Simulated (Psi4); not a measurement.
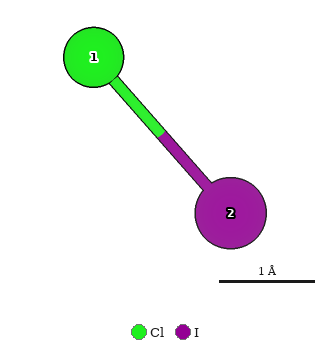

Fig. 1: The structure as given in the input (ball-and-stick view, seen at an oblique angle; atoms are numbered from 1 in the order of the input).

## Excited-state calculation of ICl

- system: ICl (iodine monochloride), SMILES ClI
- method: TDA (CAM-B3LYP)/def2-TZVP, RKS, core potentials def2 (Psi4 1.11)

The geometry comes from this level: PBE0-D4/def2-TZVP.

**The program's output**
```
Psi4 1.11 release

   => Loading Basis Set <=

    Name: DEF2-TZVP
    Role: ORBITAL
    Keyword: BASIS

    !!!  WARNING: ECP capability is in beta. Please check occupations closely.  !!!

         ---------------------------------------------------------
                                   SCF
                              RKS Reference
                        1 Threads,   1525 MiB Core
         ---------------------------------------------------------

  ==> Geometry <==

    Molecular point group: c1
    Full point group: C_inf_v

    Geometry (in Angstrom), charge = 0, multiplicity = 1:

       Center              X                  Y                   Z               Mass
    ------------   -----------------  -----------------  -----------------  -----------------
         CL           0.000000000000     0.000000000000    -1.812296932551    34.968852682000
         I            0.000000000000     0.000000000000     0.499383067449   126.904471900000

  Running in c1 symmetry.

  Rotational constants: A = ************  B =      0.11507  C =      0.11507 [cm^-1]
  Rotational constants: A = ************  B =   3449.67948  C =   3449.67948 [MHz]
  Nuclear repulsion =   97.288688112000813

  Charge       = 0
  Multiplicity = 1
  Electrons    = 42
  Nalpha       = 21
  Nbeta        = 21

  ==> Algorithm <==

  SCF Algorithm Type is PK.
  DIIS enabled.
  MOM disabled.
  Fractional occupation disabled.
  Guess Type is SAD.
  Energy threshold   = 1.00e-06
  Density threshold  = 1.00e-06
  Integral threshold = 1.00e-12

  ==> Primary Basis <==

  Basis Set: DEF2-TZVP
    Blend: DEF2-TZVP
    Number of shells: 29
    Number of basis functions: 87
    Number of Cartesian functions: 101
    Spherical Harmonics?: true
    Max angular momentum: 3

  Core potential: DEF2-TZVP
    Number of shells: 4
    Number of ECP primitives: 29
    Number of ECP core electrons: 28
    Max angular momentum: 3

  ==> DFT Potential <==

   => LibXC <=

    Version 7.1.2

   => Composite Functional: CAM-B3LYP <=

    CAM-B3LYP Hyb-GGA Exchange-Correlation Functional

    Deriv               =              1
    GGA                 =           TRUE
    Meta                =          FALSE

    Exchange Hybrid     =           TRUE
    MP2 Hybrid          =          FALSE

   => Exchange Functionals <=

    0.3500         Becke 88 [omega = 0.3300]
    0.4600   Short-range recipe for B88 functional - erf [omega = 0.3300]

   => Exact (HF) Exchange <=

    0.4600            HF,LR [omega = 0.3300]
    0.1900               HF

   => Correlation Functionals <=

    0.1900   Vosko, Wilk & Nusair (VWN5)
    0.8100   Lee, Yang & Parr

   => LibXC Density Thresholds  <==

    XC_HYB_GGA_XC_CAM_B3LYP:  1.00E-14

   => Molecular Quadrature <=

    Radial Scheme          =       TREUTLER
    Pruning Scheme         =           NONE
    Nuclear Scheme         =       TREUTLER

    Blocking Scheme        =         OCTREE
    BS radius alpha        =              1
    Pruning alpha          =              1
    Radial Points          =             99
    Spherical Points       =            590
    Total Points           =         106183
    Total Blocks           =            908
    Max Points             =            256
    Max Functions          =             82
    Weights Tolerance      =       1.00E-15

  ==> Integral Setup <==

  Using in-core PK algorithm.
   Calculation information:
      Number of atoms:                   2
      Number of AO shells:              29
      Number of primitives:             58
      Number of atomic orbitals:       101
      Number of basis functions:        87

      Integral cutoff                 1.00e-12
      Number of threads:                 1

  Performing in-core PK
  Using 21986118 doubles for integral storage.
  We computed 85521 shell quartets total.
  Whereas there are 94830 unique shell quartets.

  Computing range-separated integrals for PK
  We computed 85521 wK shell quartets total.
  Whereas there are 94830 wK unique shell quartets.

  ==> DiskJK: Disk-Based J/K Matrices <==

    J tasked:                  Yes
    K tasked:                  Yes
    wK tasked:                 Yes
    Omega:               3.300E-01
    Memory [MiB]:              935
    Schwarz Cutoff:          1E-12

  Cached 100.0% of DFT collocation blocks in 0.204 [GiB].

  Minimum eigenvalue in the overlap matrix is 5.4730020497E-03.
  Reciprocal condition number of the overlap matrix is 1.4381952461E-03.
    Using symmetric orthogonalization.

  ==> Pre-Iterations <==

  SCF Guess: Superposition of Atomic Densities via on-the-fly atomic UHF (no occupation information).

   -------------------------
    Irrep   Nso     Nmo
   -------------------------
     A         87      87
   -------------------------
    Total      87      87
   -------------------------

  ==> Iterations <==

                        Total Energy        Delta E     RMS |[F,P]|

   @RKS iter SAD:  -755.31436416277506   -7.55314e+02   0.00000e+00
   @RKS iter   1:  -757.76689874537215   -2.45253e+00   8.02941e-03 DIIS/ADIIS
   @RKS iter   2:  -757.84428477268557   -7.73860e-02   6.31065e-03 DIIS/ADIIS
   @RKS iter   3:  -757.93205502599778   -8.77703e-02   7.98289e-04 DIIS/ADIIS
   @RKS iter   4:  -757.93365431421159   -1.59929e-03   2.47658e-04 DIIS/ADIIS
   @RKS iter   5:  -757.93387405066937   -2.19736e-04   6.54148e-05 DIIS
   @RKS iter   6:  -757.93388441961429   -1.03689e-05   1.62571e-05 DIIS
   @RKS iter   7:  -757.93388542801608   -1.00840e-06   2.22099e-06 DIIS
   @RKS iter   8:  -757.93388547305312   -4.50370e-08   8.10745e-07 DIIS
  Energy and wave function converged.

  ==> Post-Iterations <==

   Electrons on quadrature grid:
      Ntotal   =   42.0000001629 ; deviation = 1.629e-07

    Orbital Energies [Eh]
    ---------------------

    Doubly Occupied:

       1A   -101.619122     2A     -9.551153     3A     -7.315098
       4A     -7.304318     5A     -7.304318     6A     -6.962083
       7A     -4.993495     8A     -4.974053     9A     -4.974053
      10A     -2.039334    11A     -2.033125    12A     -2.033125
      13A     -2.016777    14A     -2.016777    15A     -0.938599
      16A     -0.775049    17A     -0.478286    18A     -0.433401
      19A     -0.433401    20A     -0.333730    21A     -0.333730

    Virtual:

      22A     -0.084875    23A      0.170582    24A      0.193657
      25A      0.193657    26A      0.243082    27A      0.243082
      28A      0.246553    29A      0.246553    30A      0.250353
      31A      0.347707    32A      0.402527    33A      0.402527
      34A      0.460964    35A      0.485550    36A      0.485551
      37A      0.563328    38A      0.563328    39A      0.566471
      40A      0.897634    41A      0.898003    42A      0.898003
      43A      0.912863    44A      0.912863    45A      0.956258
      46A      0.956258    47A      1.055865    48A      1.178136
      49A      1.178136    50A      1.383991    51A      1.393228
      52A      1.393228    53A      1.414480    54A      1.419126
      55A      1.419126    56A      1.788431    57A      1.788431
      58A      1.864496    59A      1.864496    60A      1.928389
      61A      2.135041    62A      2.135041    63A      2.146750
      64A      2.146750    65A      2.215113    66A      2.215113
      67A      2.262045    68A      2.262045    69A      2.263579
      70A      2.584554    71A      3.082116    72A      3.082117
      73A      3.085684    74A      3.085684    75A      3.194342
      76A      3.194342    77A      3.477200    78A      4.111627
      79A     10.720128    80A     10.720128    81A     10.906397
      82A     24.597004    83A     34.492589    84A     34.492589
      85A     34.576726    86A     42.559260    87A    117.649585

    Final Occupation by Irrep:
              A
    DOCC [    21 ]
    NA   [    21 ]
    NB   [    21 ]

  @RKS Final Energy:  -757.93388547305312

   => Energetics <=

    Nuclear Repulsion Energy =             97.2886881120008127
    One-Electron Energy =               -1346.9239892795662854
    Two-Electron Energy =                 529.5762591233833518
    DFT Exchange-Correlation Energy =     -37.8748434288709035
    Empirical Dispersion Energy =           0.0000000000000000
    VV10 Nonlocal Energy =                  0.0000000000000000
    Total Energy =                       -757.9338854730531239

Computation Completed

Properties will be evaluated at   0.000000,   0.000000,   0.000000 [a0]

Properties computed using the SCF density matrix

 Multipole Moments:

 ------------------------------------------------------------------------------------
     Multipole            Electronic (a.u.)      Nuclear  (a.u.)        Total (a.u.)
 ------------------------------------------------------------------------------------

 L = 1.  Multiply by 2.5417464519 to convert [e a0] to [Debye]
 Dipole X            :          0.0000000            0.0000000            0.0000000
 Dipole Y            :          0.0000000            0.0000000            0.0000000
 Dipole Z            :         35.1082740          -34.6282319            0.4800421
 Magnitude           :                                                    0.4800421

 ------------------------------------------------------------------------------------

	total time  =          7 seconds =       0.12 minutes

******************************************************************************************
**********                               WARNING                                **********
**********       The names of excited state variables changed between 1.5       **********
**********     and 1.6. For a quick solution, remove the symmetry specifier     **********
**********   from the variable name. For full details, see 'Notes on Psivars'   **********
**********                        in the documentation.                         **********
******************************************************************************************

         ---------------------------------------------------------
                         TDSCF excitation energies
         ---------------------------------------------------------

  ==> Options <==

     Residual threshold  : 1.0000e-04
     Initial guess       : denominators
     Reference           : RHF
     Solver type         : TDA (Davidson)

  ==> Requested Excitations <==

      2 singlet states with A symmetry

  ==> Seeking the lowest 2 singlet states with A symmetry

                         Generalized Davidson Solver

  ==> Options <==

    Max number of iterations        = 60
    Eigenvector tolerance           = 1.0000e-04
    Max number of expansion vectors = 400

  => Iterations <=
                           Max[D[value]]     Max[|R|]   # vectors
  DavidsonSolver iter   1:   1.10114e-01  8.92044e-02      8
  DavidsonSolver iter   2:   4.42096e-03  1.91295e-02     10
  DavidsonSolver iter   3:   2.11576e-04  3.31392e-03     12
  DavidsonSolver iter   4:   5.28130e-06  4.98438e-04     14
  DavidsonSolver iter   5:   1.49638e-07  9.39314e-05     16      Converged

******************************************************************************************
**********                               WARNING                                **********
**********  Length-gauge rotatory strengths are **NOT** gauge-origin invariant  **********
******************************************************************************************

                                    Excitation Energy         Total Energy        Oscillator Strength             Rotatory Strength
     #   Sym: GS->ES (Trans)        au              eV              au          au (length)    au (velocity)    au (length)    au (velocity)
    ---- -------------------- --------------- --------------- --------------- --------------- --------------- --------------- ---------------
     1        A->A (1 A)       0.10548         2.87014        -757.82841       0.0001          0.1094         -0.0000         -0.0000
     2        A->A (1 A)       0.10548         2.87014        -757.82841       0.0001          0.1094          0.0000          0.0000

Contributing excitations
Only contributions with abs(coeff) > 1.00e-01 will be printed:

Excited State    1 (1 A):   0.10548 au   431.98 nm f = 0.0001
  Sums of squares: Xssq =  1.000000e+00
     21a  ->  22a     0.996586 (99.318%)

Excited State    2 (1 A):   0.10548 au   431.98 nm f = 0.0001
  Sums of squares: Xssq =  1.000000e+00
     20a  ->  22a    -0.996586 (99.318%)

******************************************************************************************
**********                               WARNING                                **********
**********       The names of excited state variables changed between 1.5       **********
**********     and 1.6. For a quick solution, remove the symmetry specifier     **********
**********   from the variable name. For full details, see 'Notes on Psivars'   **********
**********                        in the documentation.                         **********
******************************************************************************************
```

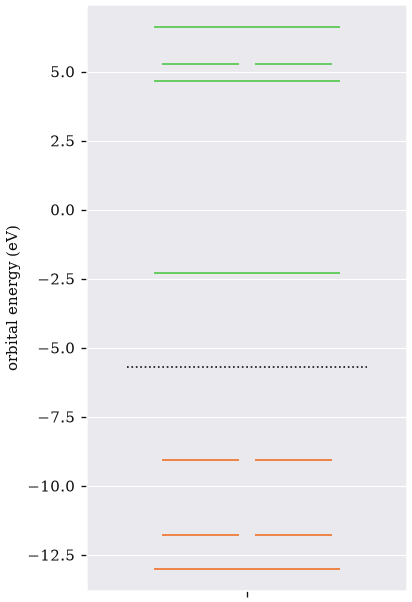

Fig. 2: Orbital energies near the frontier; the dotted line parts filled from empty levels, and levels within 0.02 eV of each other stand side by side. Highest filled −9.08 eV, lowest empty −2.31 eV, 6.77 eV apart.

The run was set up as follows.

**Input (job.py)**
```python
import psi4

psi4.set_memory(1600000000)
psi4.set_num_threads(1)
psi4.set_output_file('psi4.out', False)

mol = psi4.geometry("""
0 1
Cl     0.000000     0.000000    -0.002580
I      0.000000     0.000000     2.309100
symmetry c1
""")

options = {'basis': 'def2-TZVP', 'puream': True, 'scf_type': 'pk', 'dft_radial_points': 99, 'dft_spherical_points': 590, 'save_jk': True}
psi4.set_options(options)

from psi4.driver.procrouting.response.scf_response import tdscf_excitations
energy_value, wavefunction = psi4.energy("CAM-B3LYP", return_wfn=True)
states = tdscf_excitations(wavefunction, states=2, tda=True)
for k, s in enumerate(states, 1):
    print(f"root {k}: {s['EXCITATION ENERGY'] * 27.211386:.4f} eV  f = {s['OSCILLATOR STRENGTH (LEN)']:.4f}  {s['SYMMETRY']}")
print(f'CAM-B3LYP energy: {energy_value:.10f} Eh')
for k, v in sorted(psi4.core.scalar_variables().items()):
    print(f'{k:45s} {v:18.10f}')
```

Launched with:
```bash
python job.py
```

**Key numbers**

```json
{"quantity": "outcome", "value": "converged"}
{"quantity": "total energy", "value": "−757.933885 hartree"}
{"quantity": "basis functions", "value": "87"}
{"quantity": "HOMO", "value": "−9.08 eV"}
{"quantity": "LUMO", "value": "−2.31 eV"}
{"quantity": "dipole moment", "value": "1.22 D"}
{"quantity": "lowest excitation", "value": "2.87 eV"}
{"quantity": "hardware", "value": "1 thread of Intel Xeon @ 2.70GHz, 189 GiB of memory available, shared host"}
{"quantity": "wall time", "value": "15 s"}
{"quantity": "peak memory", "value": "0.61 GiB"}
```
